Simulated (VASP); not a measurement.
Band structure of BN (hex). Calculation: PBE GGA, VASP's PBE PAW potentials (set 64) (plane waves; VASP).

Without a dispersion term in the relaxation, distances and binding between the weakly bound layers, chains or molecules are unreliable, and so is what depends on them.

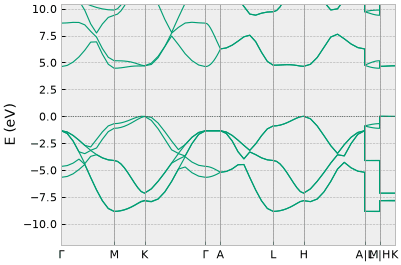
Figure. Bands along high-symmetry lines, zero at the valence-band maximum or, without a gap, the Fermi level

### Question
Read the plot: is there a gap, and where are the band edges?

### Answer
The gap is indirect, 4.47 eV, from the valence maximum at M-K at 0.89 to the conduction minimum at M. (Edges off the drawn lines would not show.)

The compound is BN in the hex structure. It was relaxed first, which changed the volume by +16 %.
